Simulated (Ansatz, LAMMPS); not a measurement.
# Structural relaxation of amorphous poly(vinyl fluoride) (as short chains C22F10H36), from a frame at 300 K (136 atoms)

Wanted: the relaxed structure of amorphous poly(vinyl fluoride) (as short chains C22F10H36), from a frame at 300 K (136 atoms) and its electronic structure.

Method: Kohn-Sham DFT, PBE+D3(BJ), PAW (set soft_2), plane waves, in Ansatz 0.2.0.

**1. Set-up**

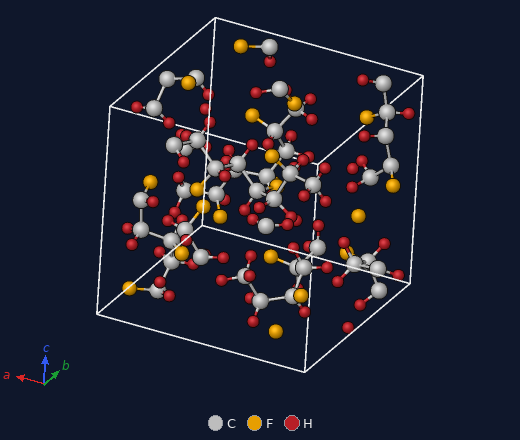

Start, viewed from a free direction; carbon light grey, fluorine orange, hydrogen red. Bonds to atoms that aren't drawn are left out.

The cell holds 136 atoms: 44 C, 20 F and 72 H. Cell: a = 10.781 Å, b = 10.781 Å, c = 10.781 Å, α = 90.0°, β = 90.0°, γ = 90.0°. 2 poly(vinyl fluoride) chains of 10 units with methyl end groups placed at random, at 1.3 g/cm³; overlaps pushed apart, then 20 ps at 800 K with MMFF94 bonds, angles, torsions, charges and radii (Halgren, J. Comput. Chem. 17, 490 (1996)) in harmonic and 12-6 forms. Snapshot after 30 ps at 300 K and fixed volume.

Limits known from the start: The network of contacts between molecules at the start is that of the classical potential that made the cell. The density was typed from a rule of thumb and may lie off the real one at this temperature. Only the Γ point is sampled, in a cell whose shortest periodic width is 11 Å.

**2. The classical run that made the cell**

A classical potential makes the cell, at a small fraction of what the same run would cost in DFT.

This step: classical MD, MMFF94 bonds, angles, torsions, charges and radii (Halgren, J. Comput. Chem. 17, 490 (1996)) in harmonic and 12-6 forms; charges of ions scaled by 0.8 (LAMMPS 22 Jul 2025 - Update 4).

The input, in.lmp:

```
# amorphous poly(vinyl fluoride)
units real
atom_style full
boundary p p p
bond_style harmonic
angle_style harmonic
dihedral_style opls
improper_style harmonic
special_bonds lj 0 0 0.5 coul 0 0 0.75
read_data data.lmp
neigh_modify delay 0 every 1 check yes one 4000
comm_modify cutoff 12.0
timestep 0.5
thermo_style custom step time temp pe press density
thermo_modify norm yes
# push overlapping molecules apart
pair_style soft 2.6
pair_coeff * * 0.0
variable a equal ramp(1,60)
fix ad all adapt 1 pair soft a * * v_a
velocity all create 800 455458 mom yes dist gaussian
fix lim all nve/limit 0.03
fix lan all langevin 800 800 50 455459 zero yes
thermo 1000
run 3000 post no
unfix ad
pair_style lj/cut/coul/long 9.0
pair_modify mix arithmetic tail yes
pair_coeff 1 1 0.0678 3.3680   # C
pair_coeff 2 2 0.0801 2.5590   # F
pair_coeff 3 3 0.0216 2.5400   # H
kspace_style pppm 1.0e-4
thermo 100
minimize 1e-5 1e-3 300 3000
# [... 15 lines left out ...]
compute msd all msd com yes
thermo 7500
fix md all nvt temp 300 300 100
run 30000 post no
print "== T300: mean square displacement over the hold $(c_msd[4]:%.2f) A^2"
unfix md
uncompute msd
write_dump all custom T300.dump id type xs ys zs modify sort id
```

Started as:

```sh
$ lmp -in in.lmp -log none -nocite
```

Numbers of over 12 decimals in the logs are rounded to 6 here.

The log of the run:

```text
LAMMPS (22 Jul 2025 - Update 4)
Reading data file ...
  orthogonal box = (0 0 0) to (10.78108 10.78108 10.78108)
  136 atoms
  orthogonal box = (0 0 0) to (10.78108 10.78108 10.78108)
  134 bonds
  264 angles
  378 dihedrals
   Step          Time           Temp          PotEng         Press         Density
         0   0              800            0.92698131     88.073824      1.3000009
      1000   500            589.84872      3.5186115      61390.807      1.3000009
      2000   1000           617.17247      3.8231998      68326.248      1.3000009
      3000   1500           712.16021      3.9846782      64734.346      1.3000009
WARNING: Bond/angle/dihedral extent > half of periodic box length
Loop time of 0.297018 s on 1 MPI rank(s) for 3000 steps with 136 atoms
PPPM initialization ...
  G vector (1/distance) = 0.2723314
  grid = 5 5 5
  estimated relative force accuracy = 2.5985679e-05
[... 18 lines left out ...]
   Step          Time           Temp          PotEng         Press         Density
      2000   1000           593.58184      0.70261065     7913.6821      1.3000009
[... 5 lines left out ...]
WARNING: Bond/angle/dihedral extent > half of periodic box length
Loop time of 9.67639 s on 1 MPI rank(s) for 20000 steps with 136 atoms
WARNING: Bond/angle/dihedral extent > half of periodic box length
   Step          Time           Temp          PotEng         Press         Density
[... 4 lines left out ...]
Loop time of 9.40872 s on 1 MPI rank(s) for 20000 steps with 136 atoms
   Step          Time           Temp          PotEng         Press         Density
[... 2 lines left out ...]
     52500   51500          324.41431     -0.35477376    -6055.4344      1.3000009
     60000   59000          267.95669     -0.35817222     3416.3419      1.3000009
     67500   66500          326.66749     -0.38732823     12338.383      1.3000009
     72000   71000          318.32091     -0.38746863     4267.7056      1.3000009
Loop time of 13.5097 s on 1 MPI rank(s) for 30000 steps with 136 atoms
== T300: mean square displacement over the hold 2.10 A^2
```

Elapsed: 34 s, on 1 thread of Intel Xeon 6975P-C (Granite Rapids), shared host; peak memory 0.12 GiB.

The input also reads data.lmp (atoms, bonds and types; not printed here).

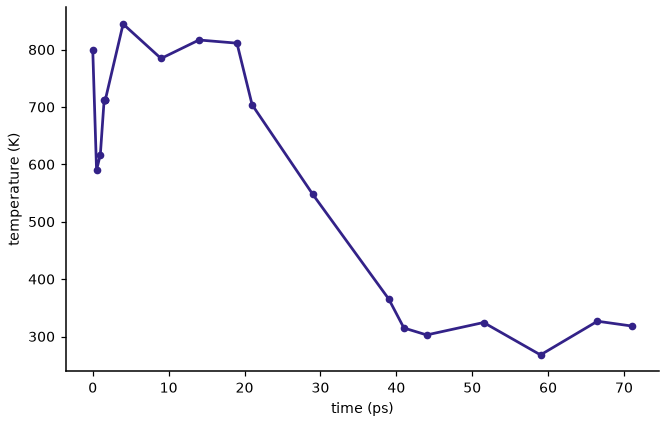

Temperature against time.

**3. Single point at the start**

A single point comes first, to see the forces before anything moves.

The input, input.yaml:

```yaml
crystal:
  lattice:
    - [10.78108, 0.0, 0.0]
    - [0.0, 10.78108, 0.0]
    - [0.0, 0.0, 10.78108]
  atoms:
    - { symbol: C, position: [0.46198, 0.32361, 0.19552] }
    - { symbol: C, position: [0.35268, 0.25883, 0.1339] }
    - { symbol: C, position: [0.23621, 0.33557, 0.15704] }
    - { symbol: F, position: [0.25131, 0.44856, 0.10688] }
    - { symbol: C, position: [0.20686, 0.36368, 0.29096] }
    - { symbol: C, position: [0.18022, 0.24158, 0.35084] }
    - { symbol: F, position: [0.29042, 0.20318, 0.38881] }
    - { symbol: C, position: [0.09487, 0.25295, 0.46524] }
    - { symbol: C, position: [0.95598, 0.27921, 0.44236] }
    - { symbol: F, position: [0.9078, 0.25832, 0.55137] }
    - { symbol: C, position: [0.90168, 0.18114, 0.35661] }
    - { symbol: C, position: [0.76641, 0.2056, 0.33118] }
    - { symbol: F, position: [0.75283, 0.29008, 0.23741] }
    - { symbol: C, position: [0.70312, 0.08682, 0.3003] }
    - { symbol: C, position: [0.74416, 0.05458, 0.16362] }
    - { symbol: F, position: [0.86836, 0.03209, 0.14792] }
    - { symbol: C, position: [0.67021, 0.94182, 0.11412] }
    - { symbol: C, position: [0.69239, 0.91178, 0.98231] }
    - { symbol: F, position: [0.81775, 0.88777, 0.96075] }
    - { symbol: C, position: [0.64032, 0.01105, 0.89549] }
    - { symbol: C, position: [0.65874, 0.96836, 0.76537] }
    - { symbol: F, position: [0.5515, 0.89803, 0.75519] }
    - { symbol: C, position: [0.65158, 0.06302, 0.66632] }
    - { symbol: C, position: [0.52793, 0.12122, 0.65773] }
    - { symbol: F, position: [0.5168, 0.15027, 0.54012] }
    - { symbol: C, position: [0.50452, 0.23821, 0.73211] }
    - { symbol: C, position: [0.37288, 0.28749, 0.71633] }
    - { symbol: F, position: [0.2943, 0.1919, 0.74488] }
    - { symbol: C, position: [0.33976, 0.39672, 0.80097] }
    - { symbol: C, position: [0.44334, 0.48846, 0.82785] }
    - { symbol: F, position: [0.52932, 0.43473, 0.90244] }
    - { symbol: C, position: [0.40348, 0.60185, 0.89916] }
    [... 98 atom lines left out ...]
    - { symbol: H, position: [0.42076, 0.65708, 0.35035] }
    - { symbol: H, position: [0.58177, 0.67424, 0.34199] }
    - { symbol: H, position: [0.4319, 0.76463, 0.57355] }
    - { symbol: H, position: [0.48145, 0.90252, 0.32923] }
    - { symbol: H, position: [0.41915, 0.9633, 0.45417] }
    - { symbol: H, position: [0.34503, 0.83373, 0.37002] }
kpoints:
  mp_grid: { grid: [1, 1, 1] }
hamiltonian:
  xc: pbe
  dispersion: d3bj
scf:
  occupations: { method: fermi_dirac, width: 0.025 }
output:
  forces: true
  stress: true
  populations: true
  dos:
    method: { smearing: { sigma: 0.08 } }
    de: 0.1
    projected: { site_lists: { C: [C], F: [F], H: [H] } }
  eigenvalues: true
```

Started as:

```sh
$ ansatz run input.yaml --threads 4 --pin off --max-ram 8192MiB --backend cpu --events-out ev --progress --plain --runs-dir out
```

The log of the run:

```text
Engine: ansatz 0.2.0, x86_64-unknown-linux-gnu
Pseudopotentials: kind: paw
Pseudopotential: C, paw, valence charge 4, recommended cutoff 420 eV (normal), C.paw.azcp
Pseudopotential: F, paw, valence charge 7, recommended cutoff 420 eV (normal), F.paw.azcp
Pseudopotential: H, paw, valence charge 1, recommended cutoff 420 eV (normal), H.paw.azcp
[... 5 lines on functional and potentials left out ...]
Crystal: 136 atoms, lattice volume = 1253.103 Å³
Basis set: ecut = 420 eV, 24405 PW (Γ), exchange–correlation on 150×150×150 points (8 copies of the dense FFT grid, shifted against one another)
Bands: 330, of which v1, the nominal top of the filled ones, is band 194 counted from 1 (193 counted from 0)
Symmetry: 1 space group operations
Space group: P1 (ITA 1), of the structure as read, at distance tolerance 1.1e-4 Å
k-points: 1
[... 7 lines on functional and potentials left out ...]
Initial density: superposition of atomic densities (neutral atoms: chi_scale 0, normalization atom), corrected by the library's trained network
Initial wavefunctions: pseudopotential atomic-orbital guess
Functional: x = pbe(κ = 0.804, μ = 0.219515), c = pbe(β = 0.066725)
SCF iter   1: F=—  HF=-28357.313091 eV  |F-HF|=—  |Δ(HF+E_count)|=         —  Δρ=5.04e-3  dr2=4.06e-1  ethr=1.77e-3  ⟨swp⟩=6.0  Hψ=1471  notcnv=0  defer=23
preconditioner: auto → Resta (q_TF=auto, 2.244 Å⁻¹)  ε∞=2.6  [insulator: Δε(μ)=6.194 eV  Ē_g=15.671 eV  σ=0.025 eV  W_gap=1.00  n_scr=250 (ndim 8)  ℏωp=19.6 eV  f_vac=0.235  D(μ)=0.00/eV (n_scr^D=0)  ε∞_Penn≈2.6]
SCF iter   2: F=—  HF=-28357.250278 eV  |F-HF|=—  |Δ(HF+E_count)|=   6.28e-2  Δρ=2.40e-3  dr2=9.23e-2  ethr=1.05e-4  ⟨swp⟩=3.0  Hψ=578  notcnv=0  defer=132
SCF iter   3: F=—  HF=-28357.247999 eV  |F-HF|=—  |Δ(HF+E_count)|=   2.28e-3  Δρ=1.13e-3  dr2=2.03e-2  ethr=2.38e-5  ⟨swp⟩=2.0  Hψ=393  notcnv=0  defer=132
SCF iter   4: F=—  HF=-28357.246393 eV  |F-HF|=—  |Δ(HF+E_count)|=   1.61e-3  Δρ=4.22e-4  dr2=2.54e-3  ethr=5.24e-6  ⟨swp⟩=2.0  Hψ=392  notcnv=0  defer=132
SCF iter   5: F=—  HF=-28357.246307 eV  |F-HF|=—  |Δ(HF+E_count)|=   8.69e-5  Δρ=1.52e-4  dr2=2.89e-4  ethr=6.55e-7  ⟨swp⟩=2.0  Hψ=392  notcnv=0  defer=132
SCF iter   6: F=—  HF=-28357.246313 eV  |F-HF|=—  |Δ(HF+E_count)|=   6.06e-6  Δρ=5.12e-5  dr2=2.77e-5  ethr=7.44e-8  ⟨swp⟩=2.0  Hψ=390  notcnv=0  defer=132
SCF iter   7: F=—  HF=-28357.244402 eV  |F-HF|=—  |Δ(HF+E_count)|=   1.91e-3  Δρ=2.70e-5  dr2=6.15e-6  ethr=7.13e-9  ⟨swp⟩=2.0  Hψ=523  notcnv=0  defer=132
SCF iter   8: F=—  HF=-28357.244401 eV  |F-HF|=—  |Δ(HF+E_count)|=   3.20e-7  Δρ=7.18e-6  dr2=5.18e-7  ethr=1.59e-9  ⟨swp⟩=2.0  Hψ=392  notcnv=0  defer=132
SCF iter   9: F=-28357.244401 eV  HF=-28357.244401 eV  |F-HF|=5.94e-9  |Δ(HF+E_count)|=   1.48e-7  Δρ=2.17e-6  dr2=5.53e-8  ethr=2.58e-11  ⟨swp⟩=15.0  Hψ=2034  notcnv=0
SCF 1 converged in 9 iterations: F = -28357.244401 eV  dr2 = 5.53e-8
  greatest PAW one-centre occupation: 0.932 electrons in one spin orbital (limit 2), on the F atom at site 24 (counted from 0), in its partial waves of l = 0
SCF converged after 9 iterations
Free energy (F): -28357.244401 eV
Harris-Foulkes:  -28357.244401 eV  (|F-HF|=5.94e-9)
Internal energy: -28357.244401 eV  (E = F + TS)
E sigma→0 (E₀):  -28357.244401 eV
Fermi energy:    2.129332 eV
--- Per-component energies (eV) ---
  E_band       = -3101.126789
  E_kinetic    = 9204.175806
  E_local      = -32440.959549  (includes V_loc(G=0)·N_el)
  E_nonlocal   = 2789.088230
  E_hartree    = 12271.146754
  E_xc         = -4373.348230
  E_vxc        = -5519.100925  (∫ρ·V_xc dr)
  E_paw        = -8426.972060  (= ΣΔE_a)
  E_vpaw       = -1676.559857  (= ΣTr[D̂ρ^β])
  E_aug_tail   = -0.059197  (compensation charges beyond the density's cutoff)
  E_ewald      = -7373.478104
  E_disp       = -6.838052  (pairwise vdW)
  E_smearing   = -0.000000  (= −TS)
  E_closure    = -0.000000  (closes the sum)
  Σ components = -28357.244401   (vs F -28357.244401, Δ=0.00e0)
--- Forces (eV/Å), atoms counted from 1 ---
  atom   1  C      0.93181045    -1.13616257    -0.29606660
  atom   2  C      1.01872563    -0.11607339     1.09548250
  atom   3  C      1.30556156    -0.90469695     1.75906809
  atom   4  F      0.28221059     2.28262696    -2.12057567
  atom   5  C     -0.20191939     0.06546273    -0.05888966
  atom   6  C     -3.06131066     1.60035102     1.10178325
  atom   7  F      3.04123838    -2.10793324     1.37513644
  atom   8  C      0.05264852     0.26124582    -0.84542253
  atom   9  C      3.20370193    -2.51491091    -3.06631825
  atom  10  F     -2.56554059     0.46925707     4.09733031
  atom  11  C      0.44669960     0.97005609     0.24770726
  atom  12  C      0.87762411    -1.04414626     2.58183443
  atom  13  F     -0.09310516     1.08129051    -0.50305262
  atom  14  C      0.84820133    -1.14820869    -0.43292159
[...]
atom 135  H     -0.73735538     0.19495864     0.62281276
  atom 136  H     -0.74701118     0.28292384     0.22417257
  max |Σ_I F_I| component: 2.87e-4 eV/Å
--- Stress (GPa, compression-positive) ---
        4.935329       0.485515       0.269832
        0.485514       6.425409      -1.561924
        0.269831      -1.561925       5.234529
  P = ⅓ Tr σ = 5.5318 GPa (55.318 kbar)
--- Band table (eV) ---
  k-point 0: bands = ["-25.1297", "-25.1019", "-25.0595", "-24.9394", [... 314 levels ...], "12.3665", "12.4059", "12.4173", "12.4889", "12.5535", "12.5608", "12.6288", "12.7144", "12.7250", "12.7823", "12.8288", "12.8469"]
--- Löwdin populations: 136 sites ---
  site symbol       q [e]
     0      C      4.4535
     1      C      4.2816
     2      C      3.8002
[...]
135      H      0.8013
  spilling = 0.010710 (of n_electrons = 388.000000)
```

It took 7 s on 4 threads of Intel Xeon 6975P-C (Granite Rapids), shared host; peak memory 1.5 GiB.

The run gave:

```yaml
free_energy: -28357.2444 eV
free_energy_per_atom: -208.5092 eV/atom
scf_cycles: 9
pressure: 5.532 GPa
r_m_s_force_component: 1.039 eV/Å
longest_force: 5.098 eV/Å
fermi_energy: 2.129 eV
spacing_of_highest_filled_and_lowest_empty_level: 5.91 eV
spilling_of_the_projection: 0.01071
```

The r.m.s. force component of 1.0 eV/Å and the pressure of 5.5 GPa set the starting point.

Length of the force by element:

| element | coordination | atoms | mean length of the force (eV/Å) | spread | least | most |
| --- | --- | --- | --- | --- | --- | --- |
| C | all | 44 | 1.86 | 1.04 | 0.220 | 5.10 |
| F | all | 20 | 2.25 | 1.32 | 0.426 | 4.86 |
| H | all | 72 | 1.06 | 0.569 | 0.188 | 2.92 |

[end of part 1 of 3]

[Logs are printed without paths, hosts, clocks, repeated set-up lines and the standing remarks that a program may print on its own settings, such as how far it seeks lower states.]

[Hosts, paths, dates, database ids (printed as entryN), source tags and the programs' standing remarks are cut or masked in the printed files.]

[The MMFF94 radii named for the starting cell were scaled by 0.96; in molecules described by MMFF94, hydrogen bound to N, O or S took a small fixed 12-6 site in their place.]
